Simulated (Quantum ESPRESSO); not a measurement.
# TaN (Fm-3m): pw.x, ph.x and EPW

The plan: phonons and Wannier functions of TaN (Fm-3m), and, if the interpolated phonons are stable, its coupling and resistivity.

Program: Quantum ESPRESSO 7.5. Level of theory: DFT LDA, scalar-relativistic, plane waves, PseudoDojo 0.4.1 norm-conserving pseudopotentials. Results are calculated unless marked as measured.

## (1) Set-up

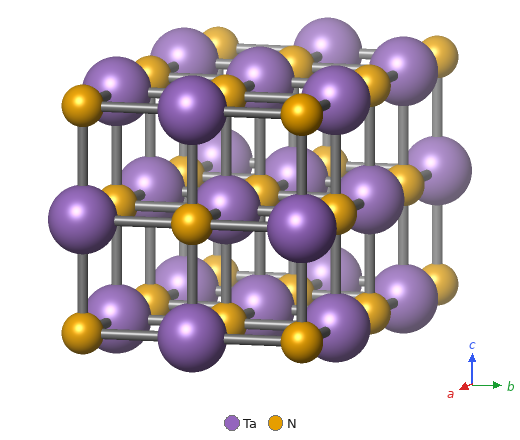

The cell as given, slightly off an axis (tantalum purple, nitrogen orange). 2×1×1 cells are drawn. This picture shows the conventional cell, with its axes. Some periodic images of atoms are drawn too.

## (2) Relaxation

The cell is relaxed under the functional used for all that follows.

File relax.in:

```
 &control
    calculation='vc-relax',
    prefix='x',
    outdir='./tmp',
    pseudo_dir='./pseudo',
    tprnfor=.true.,
    tstress=.true.,
    etot_conv_thr=1.0d-05,
    forc_conv_thr=4.0d-04,
 /
 &system
    ibrav=0,
    nat=2,
    ntyp=2,
    ecutwfc=84.0,
    occupations='smearing',
    smearing='mv',
    degauss=0.02,
 /
 &electrons
    conv_thr=1.0d-11,
 /
 &ions
 /
 &cell
    press_conv_thr=0.4,
 /
ATOMIC_SPECIES
 Ta    180.9479  Ta.upf
 N      14.0070  N.upf
CELL_PARAMETERS angstrom
     0.000000000    2.179000000    2.179000000
     2.179000000    0.000000000    2.179000000
     2.179000000    2.179000000    0.000000000
ATOMIC_POSITIONS crystal
 Ta     0.500000000   0.500000000   0.500000000
 N      0.000000000   0.000000000   0.000000000
K_POINTS automatic
 8 8 8 0 0 0
```

Launch:

```bash
$ OMP_NUM_THREADS=1 mpirun -n 8 pw.x -nk 8 -in relax.in > relax.out
```

Output:

```text
Program PWSCF v.7.5

     This program is part of the open-source Quantum ESPRESSO suite
     for quantum simulation of materials; please cite
         "P. Giannozzi et al., J. Phys.:Condens. Matter 21 395502 (2009);
         "P. Giannozzi et al., J. Phys.:Condens. Matter 29 465901 (2017);
         "P. Giannozzi et al., J. Chem. Phys. 152 154105 (2020);
     in publications or presentations arising from this work. More details at

     Message from routine setup:
     using ibrav=0 with symmetry is DISCOURAGED, use correct ibrav instead

     G-vector sticks info
     --------------------
     sticks:   dense  smooth     PW     G-vecs:    dense   smooth      PW
     Sum         769     769    241                14361    14361    2445

     Using Slab Decomposition

     bravais-lattice index     =            0
     lattice parameter (alat)  =       5.8233  a.u.
     unit-cell volume          =     139.6363 (a.u.)^3
     number of atoms/cell      =            2
     number of atomic types    =            2
     number of electrons       =        18.00
     number of Kohn-Sham states=           13
     kinetic-energy cutoff     =      84.0000  Ry
     charge density cutoff     =     336.0000  Ry
     scf convergence threshold =      1.0E-11
     mixing beta               =       0.7000
     number of iterations used =            8  plain     mixing
     energy convergence thresh.=      1.0E-05
     force convergence thresh. =      4.0E-04
     press convergence thresh. =      4.0E-01
     Exchange-correlation= SLA  PW   NOGX NOGC
                           (   1   4   0   0   0   0   0)
     nstep                     =           50

     celldm(1)=   5.823326  celldm(2)=   0.000000  celldm(3)=   0.000000
     celldm(4)=   0.000000  celldm(5)=   0.000000  celldm(6)=   0.000000

     crystal axes: (cart. coord. in units of alat)
               a(1) = (   0.000000   0.707107   0.707107 )
               a(2) = (   0.707107   0.000000   0.707107 )
               a(3) = (   0.707107   0.707107   0.000000 )
[...]
estimated scf accuracy    <       0.00000002 Ry
     estimated scf accuracy    <          2.6E-10 Ry
     estimated scf accuracy    <          2.3E-10 Ry
          total   stress  (Ry/bohr**3)                   (kbar)     P=       -0.02
     bfgs converged in   4 scf cycles and   3 bfgs steps
     File ./tmp/x.bfgs deleted, as requested
     number of Kohn-Sham states=           13
     number of k points=    29  Marzari-Vanderbilt smearing, width (Ry)=  0.0200
     estimated scf accuracy    <       0.47742057 Ry
     estimated scf accuracy    <       0.93096925 Ry
     estimated scf accuracy    <       0.00193645 Ry
     estimated scf accuracy    <       0.00123355 Ry
     estimated scf accuracy    <       0.00009018 Ry
     estimated scf accuracy    <       0.00001682 Ry
     estimated scf accuracy    <       0.00000065 Ry
     estimated scf accuracy    <       0.00000005 Ry
     estimated scf accuracy    <          1.2E-10 Ry
     estimated scf accuracy    <          5.3E-10 Ry
     estimated scf accuracy    <          6.4E-13 Ry
     estimated scf accuracy    <          1.0E-12 Ry
     the Fermi energy is    22.1857 ev
!    total energy              =    -151.22436677 Ry
     estimated scf accuracy    <          6.1E-14 Ry
     convergence has been achieved in  13 iterations
          total   stress  (Ry/bohr**3)                   (kbar)     P=       -0.04
   JOB DONE.
```

Wall time 17 s (8 MPI ranks of Arm Neoverse N1, shared host).

This step gave:

- free energy: -2057.5123 eV
- pressure: -0.004 GPa
- volume per atom: 10.20 Å³/atom

The volume ends at 10.20 Å³ an atom, -1.4 % from the start.

## (3) Ground state

Linear response needs a tightly converged ground state.

File scf.in:

```
 &control
    calculation='scf',
    prefix='x',
    outdir='./tmp',
    pseudo_dir='./pseudo',
    tprnfor=.true.,
    tstress=.true.,
 /
 &system
    ibrav=0,
    nat=2,
    ntyp=2,
    ecutwfc=84.0,
    occupations='smearing',
    smearing='mv',
    degauss=0.02,
 /
 &electrons
    conv_thr=1.0d-12,
 /
ATOMIC_SPECIES
 Ta    180.9479  Ta.upf
 N      14.0070  N.upf
CELL_PARAMETERS angstrom
     0.000000000    2.168937100    2.168937100
     2.168937100    0.000000000    2.168937100
     2.168937100    2.168937100    0.000000000
ATOMIC_POSITIONS crystal
 Ta     0.500000000   0.500000000   0.500000000
 N      0.000000000   0.000000000   0.000000000
K_POINTS automatic
 8 8 8 0 0 0
```

Launch:

```bash
$ OMP_NUM_THREADS=1 mpirun -n 8 pw.x -nk 8 -in scf.in > scf.out
```

Output:

```text
[banner, memory and clock lines left out]
[...]
number of Kohn-Sham states=           13
     number of k points=    29  Marzari-Vanderbilt smearing, width (Ry)=  0.0200
     estimated scf accuracy    <       0.48148317 Ry
     estimated scf accuracy    <       0.94214446 Ry
     estimated scf accuracy    <       0.00236523 Ry
     estimated scf accuracy    <       0.00120808 Ry
     estimated scf accuracy    <       0.00006516 Ry
     estimated scf accuracy    <       0.00001461 Ry
     estimated scf accuracy    <       0.00000483 Ry
     estimated scf accuracy    <       0.00000322 Ry
     estimated scf accuracy    <       0.00000002 Ry
     estimated scf accuracy    <          1.7E-09 Ry
     estimated scf accuracy    <          7.0E-11 Ry
     estimated scf accuracy    <          1.8E-10 Ry
     estimated scf accuracy    <          2.4E-11 Ry
     estimated scf accuracy    <          1.1E-11 Ry
     the Fermi energy is    22.1857 ev
!    total energy              =    -151.22436677 Ry
     estimated scf accuracy    <          6.0E-13 Ry
     convergence has been achieved in  15 iterations
          total   stress  (Ry/bohr**3)                   (kbar)     P=       -0.04
```

Run time: 5.7 s. Hardware: 8 MPI ranks; 45 s of CPU time.

Numbers from this step:

* Fermi energy: 22.19 eV

The Fermi level lies at 22.19 eV and the pressure is -0.004 GPa.

[end of part 1 of 2]

[The logs of pw.x and epw.x are selected lines.]

[Logs are printed without paths, hosts, clocks, repeated set-up lines and the standing remarks that a program may print on its own settings, such as how far it seeks lower states.]

[Hosts, paths, dates, database ids (printed as entryN), source tags and the programs' standing remarks are cut or masked in the printed files.]
